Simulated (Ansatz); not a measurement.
Partial pair distribution functions of a relaxed model of amorphous silicon oxide (Si24O49), broadened by 0.06 Å; density 2.20 g/cm³. These are PBE, scalar-relativistic without spin-orbit coupling (plane waves to 420 eV, PAW; Ansatz, a quantum-chemistry and plane-wave program) values and carry that method's errors. The usual formal charges leave 2 holes over, so the level spacing at the Fermi energy parts defect or band states and needn't be the band gap. In the spin-polarised cell the level spacing at the Fermi energy can part levels of unlike spin.

It comes from a melt-quench run on a machine-learned potential (CHGNet), relaxed afterwards by DFT. O atoms were pushed apart under 1.9 Å during the dynamics, to hinder bonds among them. The hot cell started wider than the set density and was brought back towards it in steps. It is the lowest in DFT energy of 2 quenches. It is a model cell: composition and starting density were chosen by hand, and all elements were melted together. No dispersion term was used. Its density started from a set value of 2.20 and ended at 2.20 g/cm³. Cooling (nominally 400 K/ps over its main leg) ran many orders faster than in experiment, which tends to leave more defects and strain. Values belong to this one cell and scatter from quench to quench. The volume was held where the preparation left it, at a PBE pressure of -2.1 GPa (tension). Stress components on the final sampling reach 5.0 GPa.

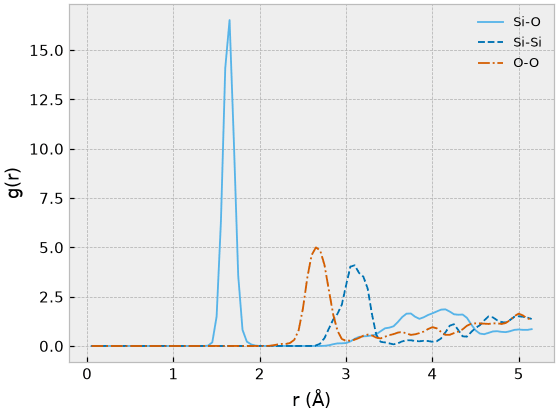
*Partial pair distribution functions*

Highest peaks under 4.5 Å: Si-O near 1.65 Å, Si-Si near 3.10 Å, O-O near 2.65 Å; pairs of few atoms are noisy.

Within 1.96 Å each Si has 4.04 O neighbours on average.
